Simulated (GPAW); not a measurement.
## A GW chain in GPAW: Cs3Bi (Fm-3m)

Aim: the G0W0 gap of Cs3Bi (Fm-3m) on LDA, step by step.

Method: LDA and many-body steps on it, plane waves, in GPAW 26.7.0.

**1. Starting point**

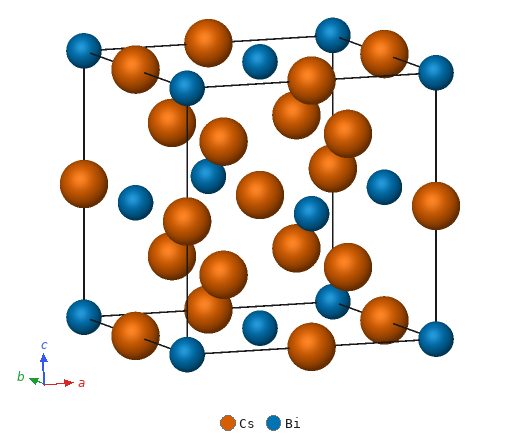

Start, viewed slightly off an axis; caesium orange, bismuth blue. This picture shows the conventional cell, with its axes. Some periodic images of atoms are drawn too.

The cell and positions are those that the Materials Project relaxed with its own functionals (PBE, PBE+U or r2SCAN), kept fixed. Spin-orbit coupling is left out unless a step names it.

**2. Ground state**

This step: GPAW 26.7.0; DFT, LDA, plane waves, PAW.

The ground-state density comes first.

File run.py:

```python
import json
import numpy as np
from gpaw.mpi import world
from ase import Atoms
from gpaw import GPAW, PW, FermiDirac

atoms = Atoms(['Cs', 'Cs', 'Cs', 'Bi'],
    cell=[[0.0000000000, 4.6965938250, 4.6965938250],
      [4.6965938250, 0.0000000000, 4.6965938250],
      [4.6965938250, 4.6965938250, 0.0000000000]],
    scaled_positions=[[0.2500000000, 0.2500000000, 0.2500000000],
      [0.7500000000, 0.7500000000, 0.7500000000],
      [0.5000000000, 0.5000000000, 0.5000000000],
      [0.0000000000, 0.0000000000, 0.0000000000]],
    pbc=(True, True, True))
calc = GPAW(mode=PW(450),
    xc='LDA',
    kpts={'size': (4, 4, 4), 'gamma': True},
    occupations=FermiDirac(0.001),
    nbands=-8,
    convergence={'density': 1e-6, 'bands': -3},
    maxiter=100,
    txt='gs.txt')
atoms.calc = calc
res = {'energy': atoms.get_potential_energy()}
kpts = calc.get_ibz_k_points()
res['kpts'] = kpts
res['eigenvalues'] = [calc.get_eigenvalues(kpt=k) for k in range(len(kpts))]
res['n_electrons'] = calc.get_number_of_electrons()
calc.write('gs.gpw')

if world.rank == 0:
    with open('result.json', 'w') as f:
        json.dump(res, f, default=lambda x: x.tolist())
```

Started as:

```console
$ mpirun -n 4 gpaw python run.py
```

Numbers of over 12 decimals in the logs are rounded to 6 here.

Log:

```text
__  _  _
 | _ |_)|_||  |
 |__||  | ||/\| - 26.7.0

Input parameters:
  mode=PW(ecut=450.000000),
  convergence={'density': 1e-06, 'bands': -3},
  kpts=MonkhorstPack(size=(4, 4, 4), gamma=True),
  maxiter=100,
  nbands=-8,
  occupations=Occupations(name='fermi-dirac', width=0.001, fixmagmom=False),
  xc=XC(name='LDA')
  [... matrices ...]
Diagonalizing LCAO Hamiltonian
Converting LCAO to pw mode

                             Cs

                      Cs

              Cs

       Bi

Atoms  # Å, Bohr magnetons
|   | symbol |        x |        y |        z |    initial magnetic moments |
| 0 |     Cs | 2.348297 | 2.348297 | 2.348297 | ( 0.0000,  0.0000,  0.0000) |
| 1 |     Cs | 7.044891 | 7.044891 | 7.044891 | ( 0.0000,  0.0000,  0.0000) |
| 2 |     Cs | 4.696594 | 4.696594 | 4.696594 | ( 0.0000,  0.0000,  0.0000) |
| 3 |     Bi | 0.000000 | 0.000000 | 0.000000 | ( 0.0000,  0.0000,  0.0000) |

Unit cell  # Å
| periodic |        x |        y |        z |  lengths |    angles |
|      yes | 0.000000 | 4.696594 | 4.696594 | 6.641987 | 60.000000 |
|      yes | 4.696594 | 0.000000 | 4.696594 | 6.641987 | 60.000000 |
|      yes | 4.696594 | 4.696594 | 0.000000 | 6.641987 | 60.000000 |

Number of symmetries: 48
Symmetry operations  # r_c * U_cc + t_c -> r_c
|    | kind |            matrix            |
|  0 |  σ   |  1, 0, 0,  1, 0,-1,  1,-1, 0 |
|  1 |  C2  |  1, 0, 0,  1,-1, 0,  1, 0,-1 |
|  2 |  E   |  1, 0, 0,  0, 1, 0,  0, 0, 1 |
|  3 |  σ   |  1, 0, 0,  0, 0, 1,  0, 1, 0 |
|  4 |  C4  |  1, 0,-1,  1, 0, 0,  1,-1, 0 |
|  5 |  S6  |  1, 0,-1,  1,-1, 0,  1, 0, 0 |
|  6 |  σ   |  1, 0,-1,  0, 1,-1,  0, 0,-1 |
|  7 |  C3  |  1, 0,-1,  0, 0,-1,  0, 1,-1 |
|  8 |  S6  |  1,-1, 0,  1, 0, 0,  1, 0,-1 |
|  9 |  C4  |  1,-1, 0,  1, 0,-1,  1, 0, 0 |
| 10 |  C3  |  1,-1, 0,  0,-1, 1,  0,-1, 0 |
| 11 |  σ   |  1,-1, 0,  0,-1, 0,  0,-1, 1 |
| 12 |  σ   |  0, 1, 0,  1, 0, 0,  0, 0, 1 |
| 13 |  C4  |  0, 1, 0,  0, 1,-1, -1, 1, 0 |
| 14 |  C3  |  0, 1, 0,  0, 0, 1,  1, 0, 0 |
| 15 |  S6  |  0, 1, 0, -1, 1, 0,  0, 1,-1 |
| 16 |  C2  |  0, 1,-1,  1, 0,-1,  0, 0,-1 |
| 17 |  σ   |  0, 1,-1,  0, 1, 0, -1, 1, 0 |
| 18 |  S4  |  0, 1,-1,  0, 0,-1,  1, 0,-1 |
| 19 |  C4  |  0, 1,-1, -1, 1, 0,  0, 1, 0 |
| 20 |  C3  |  0, 0, 1,  1, 0, 0,  0, 1, 0 |
| 21 |  σ   |  0, 0, 1,  0, 1, 0,  1, 0, 0 |
| 22 |  S6  |  0, 0, 1,  0,-1, 1, -1, 0, 1 |
| 23 |  C4  |  0, 0, 1, -1, 0, 1,  0,-1, 1 |
| 24 |  S4  |  0, 0,-1,  1, 0,-1,  0, 1,-1 |
| 25 |  C3  |  0, 0,-1,  0, 1,-1,  1, 0,-1 |
| 26 |  C2  |  0, 0,-1,  0,-1, 0, -1, 0, 0 |
| 27 |  S6  |  0, 0,-1, -1, 0, 0,  0,-1, 0 |
| 28 |  S4  |  0,-1, 1,  1,-1, 0,  0,-1, 0 |
| 29 |  C4  |  0,-1, 1,  0, 0, 1, -1, 0, 1 |
| 30 |  C2  |  0,-1, 1,  0,-1, 0,  1,-1, 0 |
| 31 |  σ   |  0,-1, 1, -1, 0, 1,  0, 0, 1 |
| 32 |  C3  |  0,-1, 0,  1,-1, 0,  0,-1, 1 |
| 33 |  S6  |  0,-1, 0,  0, 0,-1, -1, 0, 0 |
| 34 |  S4  |  0,-1, 0,  0,-1, 1,  1,-1, 0 |
| 35 |  C2  |  0,-1, 0, -1, 0, 0,  0, 0,-1 |
| 36 |  C2  | -1, 1, 0,  0, 1, 0,  0, 1,-1 |
| 37 |  S6  | -1, 1, 0,  0, 1,-1,  0, 1, 0 |
| 38 |  S4  | -1, 1, 0, -1, 0, 1, -1, 0, 0 |
| 39 |  C3  | -1, 1, 0, -1, 0, 0, -1, 0, 1 |
| 40 |  S6  | -1, 0, 1,  0, 0, 1,  0,-1, 1 |
| 41 |  C2  | -1, 0, 1,  0,-1, 1,  0, 0, 1 |
| 42 |  C3  | -1, 0, 1, -1, 1, 0, -1, 0, 0 |
| 43 |  S4  | -1, 0, 1, -1, 0, 0, -1, 1, 0 |
| 44 |  C2  | -1, 0, 0,  0, 0,-1,  0,-1, 0 |
| 45 |  i   | -1, 0, 0,  0,-1, 0,  0, 0,-1 |
| 46 |  σ   | -1, 0, 0, -1, 1, 0, -1, 0, 1 |
| 47 |  C2  | -1, 0, 0, -1, 0, 1, -1, 1, 0 |

BZ-sampling:
  Number of BZ points: 64
  Number of IBZ points: 8

  Monkhorst-Pack size: [4, 4, 4]
  Monkhorst-Pack shift: [0.125, 0.125, 0.125]

K-points  # in reciprocal-cell coordinates
|   |                                coordinates |     weight |
| 0 | (  0.00000000,   0.00000000,   0.00000000) | 0.01562500 |
| 1 | (  0.25000000,   0.25000000,   0.00000000) | 0.09375000 |
| 2 | (  0.25000000,   0.25000000,   0.25000000) | 0.12500000 |
| 3 | (  0.50000000,   0.25000000,  -0.25000000) | 0.09375000 |
| 4 | (  0.50000000,   0.25000000,   0.25000000) | 0.18750000 |
| 5 | (  0.50000000,   0.50000000,   0.00000000) | 0.04687500 |
| 6 | (  0.50000000,   0.50000000,   0.25000000) | 0.37500000 |
| 7 | (  0.50000000,   0.50000000,   0.50000000) | 0.06250000 |

Plane wave coefficients: 4520
Cutoff: 450.000000 eV

Spin-components: 1 (collinear spins)
Bands:           29
Projectors:      21
Spin-degeneracy: 2
Datatype:        complex128

  Storage: CPU
  Wave functions: 16_618_624 bytes (4_154_656 per core)
  Projectors: 13_753_344 bytes (3_438_336 per core)
  [... matrices ...]
Parallelization:
  kpt:    4
  domain: 1
  band:   1

Density:
  Valence electrons: 42.0
  Components: 1
  Grid points: [35 35 35]
  Charge: 0.0  # |e|

Potential:
  Grid points: [35 35 35]

species:
  Cs:
    name:    Caesium
    Z:       55.0
    valence: 9
    core:    46
    charge:  0.0  # [|e|]
    compensation charges:
      type: gauss
      rc: 0.33  # [Å]
      lmax: 2
    cutoffs:
      filter: 2.06  # [Å]
      core: 2.51  # [Å]
    projectors
    | kind |    occ | energy [eV] | rcut [Å] |
    |   5s |  2.000 |     -26.872 |    1.164 |
    |   6s |  1.000 |      -2.224 |    1.164 |
    |   5p |  6.000 |     -13.611 |    1.058 |
    |    p |        |      13.601 |    1.058 |
    |    d |        |       0.000 |    1.058 |

    Using partial waves for Cs as LCAO basis

  Bi:
    name:    Bismuth
    Z:       83.0
    valence: 15
    core:    68
    charge:  0.0  # [|e|]
    compensation charges:
      type: gauss
      rc: 0.38  # [Å]
      lmax: 2
    cutoffs:
      filter: 2.23  # [Å]
      core: 2.33  # [Å]
    projectors
    | kind |    occ | energy [eV] | rcut [Å] |
    |   6s |  2.000 |     -14.665 |    1.286 |
    |   6p |  3.000 |      -4.777 |    1.275 |
    |   5d | 10.000 |     -27.225 |    1.349 |
    |    s |        |      12.546 |    1.286 |
    |    p |        |      22.434 |    1.275 |
    |    d |        |      -0.013 |    1.349 |

    Using partial waves for Bi as LCAO basis

Reference energy: -1219441.143472  # eV

eigensolver:
  PPCG
  Converge bands: -3
  niter=2

density mixing:
  MSR1-Mixer
  Pratt-step length: 0.05
  Maximum mixing coefficient: 0.75
  Old densities: 10
  SVD Regularization: 0.005
  Good broyden scale: 1.0
  Trust region scale: 1.0
  Backstep threshold: 4.0
  History deletion threshold: 6.0
  Fourier metric: weight=20.0, sigma=0.015

occupation numbers:
  Fermi-Dirac:
    width: 0.0010  # eV

poisson solver:
  ecut: 3600.000000  # eV

xc functional:
  name: None

Initialization done in: 0.978 s

convergence criteria:
- Maximum integral of absolute [dens]ity change: 1e-06 electrons / valence electron
- Maximum [total energy] change in last 3 cyles: 0.0005 eV / valence electron
- Maximum integral of absolute [eigenst]ate change: 4e-08 eV^2 / valence electron
maximum number of iterations: 100

SCF iterations
|iter     |     time |      energy | eigst |  dens |
|iter:   1|  |  -12.414325 | +0.96 |       |
|iter:   2|  |  -11.890577 | -0.25 | -1.08 |
|iter:   3|  |  -10.046664 | -1.00 | -1.13 |
|iter:   4|  |  -10.020859 | -1.62 | -1.76 |
|iter:   5|  |  -10.015895 | -2.57 | -2.14 |
|iter:   6|  |  -10.015759c| -2.80 | -2.58 |
|iter:   7|  |  -10.015796c| -2.76 | -3.48 |
|iter:   8|  |  -10.015805c| -2.42 | -3.99 |
|iter:   9|  |  -10.015806c| -2.22 | -4.65 |
|iter:  10|  |  -10.015806c| -2.56 | -5.05 |
|iter:  11|  |  -10.015806c| -3.63 | -5.62 |
|iter:  12|  |  -10.015806c| -4.66 | -6.38c|
|iter:  13|  |  -10.015806c| -5.28 | -6.88c|
|iter:  14|  |  -10.015806c| -6.17 | -7.76c|
|iter:  15|  |  -10.015806c| -6.83 | -8.18c|
|iter:  16|  |  -10.015806c| -7.51c| -8.48c|

Converged in 16 steps
SCF loop duration: 8.794 s (0.550 s/step)
Energy contributions relative to reference atoms: (reference = -1219441.143472)
  [... matrices ...]
Energy contributions:
  Kinetic:           7.716977
  Coulomb:          -3.485377
  Zero:             -1.500155
  External:          0.000000
  Xc:              -12.747251
  Entropy:          -0.000000
  Spinorbit:         0.000000
  ----------------------------
  Free energy:     -10.015806
  Extrapolated:    -10.015806

dipole moment: (-36.586310, -36.586310, -36.586310)  # |e|*Ang

Fermi level: 4.741
Eigenvalues  # (at kpt = [0.000, 0.000, 0.000])
| band index |      eig [eV] | occ [0-2] |
|          0 |       -18.839 |     2.000 |
|        ... |               |           |
|         13 |        -4.953 |     2.000 |
|         14 |        -4.598 |     2.000 |
|         15 |        -4.598 |     2.000 |
|         16 |        -4.598 |     2.000 |
|         17 |        -4.260 |     2.000 |
|         18 |         4.264 |     2.000 |
|         19 |         4.264 |     2.000 |
|         20 |         4.264 |     2.000 |
|         21 |         4.764 |     0.000 |
|         22 |         5.775 |     0.000 |
|         23 |         5.775 |     0.000 |
|         24 |         7.598 |     0.000 |
|         25 |         7.598 |     0.000 |
|         26 |         7.598 |     0.000 |
|         27 |         9.346 |     0.000 |
|         28 |         9.346 |     0.000 |

Gap: 0.124 eV
Transition (v -> c):
  (s=0, k=5, n=20, [0.50, 0.50, 0.00]) -> (s=0, k=0, n=21, [0.00, 0.00, 0.00])
Direct/indirect transitions are different
Direct gap: 0.500 eV
Transition at: (s=0, k=0, n=20, [0.00, 0.00, 0.00])
# Writing to gs.gpw (mode='')
  [... matrices ...]
```

Wall time 11 s (4 MPI ranks of Arm Neoverse V2, shared host); peak memory 0.81 GiB; 45 s of CPU time.

Numbers from this step:

| Item | Value |
| --- | --- |
| total energy | -10.02 eV |
| gap | 0.1235 eV |
| k of the valence top | 0.5, 0.5, 0 |
| k of the conduction bottom | 0, 0, 0 |
| least direct gap | 0.5003 eV |

The gap is indirect, with the least direct gap 0.38 eV higher.

**3. Empty states on the mesh, 2×2×2 mesh, 480 bands**

The sums over transitions need many empty states on a uniform mesh; this step solves for them.

File run.py:

```python
import json
import numpy as np
from gpaw.mpi import world
from gpaw import GPAW

calc = GPAW('gs.gpw').fixed_density(kpts={'size': (2, 2, 2), 'gamma': True},
    parallel={'domain': 1, 'band': 1},
    txt='nscf.txt')
calc.diagonalize_full_hamiltonian(nbands=480)
calc.write('full.gpw', mode='all')
res = {}
kpts = calc.get_ibz_k_points()
res['kpts'] = kpts
res['eigenvalues'] = [calc.get_eigenvalues(kpt=k) for k in range(len(kpts))]
res['n_electrons'] = calc.get_number_of_electrons()

if world.rank == 0:
    with open('result.json', 'w') as f:
        json.dump(res, f, default=lambda x: x.tolist())
```

Started as:

```console
$ mpirun -n 3 gpaw python run.py
```

Log:

```text
Diagonalizing LCAO Hamiltonian
Converting LCAO to pw mode
convergence criteria:
- Maximum integral of absolute [eigenst]ate change: 4e-08 eV^2 / valence electron
maximum number of iterations: 100

SCF iterations
|iter     |     time |      energy | eigst |  dens |
|iter:   1|  |             | +1.06 |       |
|iter:   2|  |             | -0.49 |       |
|iter:   3|  |             | -1.77 |       |
[...]
|iter:  13|  |             | -6.78 |       |
|iter:  14|  |             | -7.20 |       |
|iter:  15|  |             | -7.47c|       |
SCF steps: 15
  __  _  _
 | _ |_)|_||  |
 |__||  | ||/\| - 26.7.0

Input parameters:
  mode=PW(ecut=450.000000),
  convergence={'density': 1e-06, 'bands': -3},
  gpts=array([35, 35, 35]),
  kpts=MonkhorstPack(size=(2, 2, 2), gamma=True),
  maxiter=100,
  nbands=29,
  occupations=Occupations(name='fermi-dirac', width=0.001, fixmagmom=False),
  parallel={'domain': 1, 'band': 1},
  xc=XC(name='LDA')
Matrix size: 4477x4477
# Writing to full.gpw (mode='all')
  [... matrices ...]

timing:  # [seconds]
  Total: 67.643  # ━━━━━━━━━━━━━━━━━━━━━━━━━━━━━━━━━━━━━━━━━━━━━━━━━━━━━━━━━━
```

The job ended after 74 s (3 MPI ranks; peak memory 4.4 GiB; 3.7 min of CPU time).

Numbers from this step:

```yaml
gap: 0.1235 eV
k_of_the_valence_top: 0.5, 0.5, 0
k_of_the_conduction_bottom: 0, 0, 0
least_direct_gap: 0.5003 eV
k_points_computed: 3
lowest_point_of_the_top_converged_band_above_the_valence_top: 91.0690 eV
```

On this mesh the gap is 0.124 eV.

**4. Screening and self-energy, 2×2×2 mesh, 218 bands, screening to 60 eV**

G0W0 replaces the xc potential by the self-energy, built once from these orbitals. Only a window of levels is corrected, while the sums run over the empty bands that the input names.

This step: G0W0 on LDA, plane waves, PAW.

File run.py:

```python
import json
import numpy as np
from gpaw.mpi import world
from gpaw.response.g0w0 import G0W0

gw = G0W0('full.gpw',
    filename='gw',
    kpts=[0, 1],
    bands=(19, 23),
    ecut=60,
    nbands=218,
    integrate_gamma='WS',
    ppa=True)
gw.calculate()
res = {mode: {k: v for k, v in r.items() if k != 'sigma_eskwn'}
       for mode, r in gw.all_results.items()}

if world.rank == 0:
    with open('result.json', 'w') as f:
        json.dump(res, f, default=lambda x: x.tolist())
```

Started as:

```console
$ mpirun -n 4 gpaw python run.py
```

Log:

```text
Using integrator: PointIntegrator
FrequencyGridDescriptor(from 0.000+0.000j to 0.000+27.211j eV, 2 points)
Nonperiodic BCs:  [False False False]
Using integrator: PointIntegrator
FrequencyGridDescriptor(from 0.000+0.000j to 0.000+27.211j eV, 2 points)
Nonperiodic BCs:  [False False False]
  ___  _ _ _
 |   || | | |
 | | || | | |
 |__ ||_____|
 |___|

BZ k-points: Symmetries present (total): 48

  [... matrices ...]
8 k-points: 2 x 2 x 2 Monkhorst-Pack grid + [1/4,1/4,1/4]
3 k-points in the irreducible part of the Brillouin zone
       k-points in crystal coordinates                weights
   0:     0.00000000    0.00000000    0.00000000          1/8
   1:     0.50000000    0.50000000    0.00000000          3/8
   2:     0.50000000    0.50000000    0.50000000          4/8

Distributing spins, k-points and bands (1 x 2 x 4) over 4 processes
Number of blocks: 1

Quasi particle states:
k-points (IBZ indices): [0, 1]
Band range: (19, 23)
  [... matrices ...]
Computational parameters:
Plane wave cut-off: 60 eV
Number of bands: 218
Coulomb cutoff: None
Broadening: 0.1 eV

fxc modes: GW
Kernel: RPA
Using Godby-Needs plasmon-pole approximation:
  Fitting energy: i*E0, E0 = 1.000 Hartree
Summing all q:

Calculating screened Coulomb potential
No Coulomb truncation
FrequencyGridDescriptor(from 0.000+0.000j to 0.000+27.211j eV, 2 points)
Removing empty qpoint cache files...

Calculating chi0 body with:
    Ground state adapter containing:
    Number of spins: 1
    Number of kpoints: 8
    Number of irreducible kpoints: 3
    Number of completely occupied states: 21
    Number of partially occupied states: 21
    Occupied states memory: 13.738632 M / cpu

    Linear response parametrization:
    q_c: [0.0, 0.0, 0.0]
    Number of frequency points: 2
    Planewave cutoff: 60.0
    Number of bands: 218
    Number of planewaves: 229
    Broadening (eta): 1e-06
    comm.size: 4
    kncomm.size: 4
    blockcomm.size: 1

    Memory estimate of potentially large arrays:
        chi0_wGG: 1.600372 M / cpu
Integrating chi0 body.

Symmetries of q_c:
    Direct symmetries (Uq -> q): 48
    Indirect symmetries (TUq -> q): 0
In total 48 allowed symmetries.

  [... matrices ...]
3 groups of equivalent kpoints. 62.5% reduction.

Integral kind: response function
Integrating chi0 head and wings.

Symmetries of q_c:
    Direct symmetries (Uq -> q): 48
    Indirect symmetries (TUq -> q): 0
In total 48 allowed symmetries.

  [... matrices ...]
3 groups of equivalent kpoints. 62.5% reduction.

Integral kind: response function wings

Calculating chi0 body with:
    Ground state adapter containing:
    Number of spins: 1
    Number of kpoints: 8
    Number of irreducible kpoints: 3
    Number of completely occupied states: 21
    Number of partially occupied states: 21
    Occupied states memory: 13.738632 M / cpu

[... the further q-points ...]

Results:
f:      Occupation numbers
eps:     KS-eigenvalues [eV]
vxc:     KS vxc [eV]
exx:     Exact exchange [eV]
sigma:   Self-energies [eV]
dsigma:  Self-energy derivatives
Z:       Renormalization factors
qp:      QP-energies [eV]

k-point 0 (0): (0.000, 0.000, 0.000)                GW
band       f     eps     vxc     exx   sigma  dsigma       Z      qp
                                                                   GW
  19   1.000   4.264 -10.554 -12.007   1.063  -0.295   0.772   3.962
  20   1.000   4.264 -10.554 -12.007   1.062  -0.295   0.772   3.962
  21   0.000   4.764  -9.165  -5.318  -3.325  -0.256   0.796   5.180
  22   0.000   5.775  -8.054  -4.066  -3.619  -0.256   0.796   6.069

k-point 1 (1): (0.500, 0.500, 0.000)                GW
band       f     eps     vxc     exx   sigma  dsigma       Z      qp
                                                                   GW
  19   1.000   4.640 -11.228 -12.682   1.115  -0.291   0.775   4.378
  20   1.000   4.640 -11.228 -12.682   1.115  -0.291   0.775   4.378
  21   0.000   5.651  -8.349  -4.159  -3.761  -0.255   0.797   5.992
  22   0.000   5.865  -8.795  -4.649  -3.667  -0.256   0.796   6.245
```

Run time: 24 s. Hardware: 4 MPI ranks; peak memory 1.9 GiB.

This step gave:

```yaml
g0w0_gap_on_the_points_computed: 0.8013 eV
least_direct_g0w0_gap_on_the_computed_points: 1.217 eV
z_at_the_valence_top: 0.7747
z_at_the_conduction_bottom: 0.7959
starting_gap_on_the_mesh: 0.1235 eV
k_of_the_valence_top: 0.5, 0.5, 0
k_of_the_conduction_bottom: 0, 0, 0
```

The gap on the mesh goes from 0.12 eV to 0.80 eV, a correction of +0.68 eV.

Limits: finite bands, cutoff and mesh; model gap, bands may invert with spin-orbit coupling; no spin-orbit coupling; coarse k mesh. v1 is the top filled band, c1 the lowest empty one. The levels before and after the correction (eV, zero at the valence-band top of each column):

|  | conduction bottom | valence top |
| --- | --- | --- |
| Kohn-Sham | 0.12 | 0.00 |
| G0W0 | 0.80 | 0.00 |

|  | level | energy (eV) |
| --- | --- | --- |
| Kohn-Sham | Γ v2-v1 | -0.377 |
| Kohn-Sham | Γ c1 | 0.124 |
| Kohn-Sham | Γ c2 | 1.135 |
| Kohn-Sham | (0.5 0.5 0) v2-v1 | 0.000 |
| Kohn-Sham | (0.5 0.5 0) c1 | 1.010 |
| Kohn-Sham | (0.5 0.5 0) c2 | 1.224 |
| G0W0 | Γ v2-v1 | -0.416 |
| G0W0 | Γ c1 | 0.801 |
| G0W0 | Γ c2 | 1.691 |
| G0W0 | (0.5 0.5 0) v2-v1 | 0.000 |
| G0W0 | (0.5 0.5 0) c1 | 1.614 |
| G0W0 | (0.5 0.5 0) c2 | 1.867 |

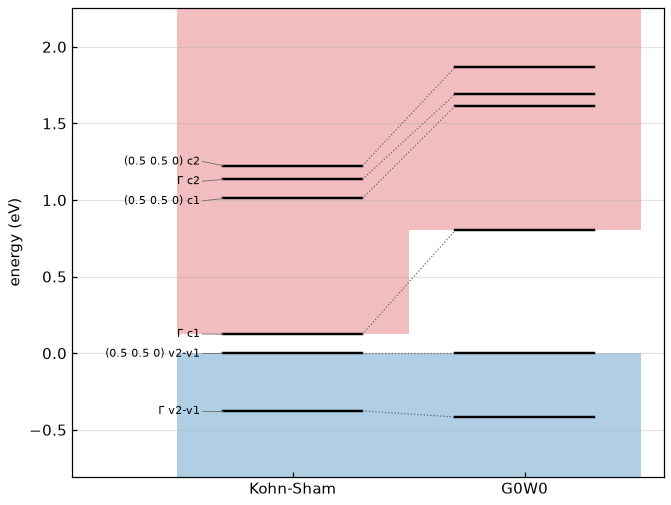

Levels before and after the correction. Shaded: valence and conduction bands.

**5. Where the time went**

Times are wall times on the hardware named with each run, good to a factor of about two.

| step | time | share | memory (GiB) |
| --- | --- | --- | --- |
| ground state | 11 s | 10 % | 0.81 |
| empty states on the mesh | 74 s | 67 % | 4.4 |
| screening and self-energy | 24 s | 22 % | 1.9 |

**6. Outcome**

| Property | Result |
| --- | --- |
| LDA gap | 0.12 eV, indirect |
| G0W0 gap on the mesh | 0.80 eV |
| GW settings | 2×2×2 mesh, 218 bands, screening to 60 eV, Godby-Needs plasmon pole |
| known limits | not at the basis limit; model gap, bands may invert with spin-orbit coupling; no spin-orbit coupling; coarse k mesh |

**Reading.** G0W0 moves the gap on the mesh from 0.12 eV to 0.80 eV (+0.68 eV), with Z of 0.77 and 0.80 at the edges. Only 2 of the mesh's irreducible points were corrected, so a valley elsewhere could overtake. The dearest step here is «empty states on the mesh». Bands and cutoff are finite, so the gap is not at the basis limit. The miss can reach some tenths of an eV and take either sign; the mesh is an error of its own. These stock PAW sets were not made for GW. In the G0W0 run levels were corrected at 2 k points alone, so a gap called «on the mesh» is the least over those, and an edge elsewhere would be missed. The 2×2×2 mesh is coarse for this cell, which bears on the long-range parts of exchange and screening. Where an edge is built on 6p states of lead, bismuth or thallium, scalar-relativistic gaps usually stand too wide, by a few tenths to over one eV. With atoms this heavy and so narrow a gap, spin-orbit coupling can invert the bands. These scalar-relativistic gaps are then model values, not to be set against experiment, and a spin-orbit change taken from DFT can't simply be added.

[Paths, hosts, dates, memory and timing lines, banners, echoed tables and standing remarks are left out of the program output.]

[Logs are printed without paths, hosts, clocks, repeated set-up lines and the standing remarks that a program may print on its own settings, such as how far it seeks lower states.]

[Runs of the session that timed out or met a known fault of the program may be left out.]

[Hosts, paths, dates, database ids (printed as entryN), source tags and the programs' standing remarks are cut or masked in the printed files.]
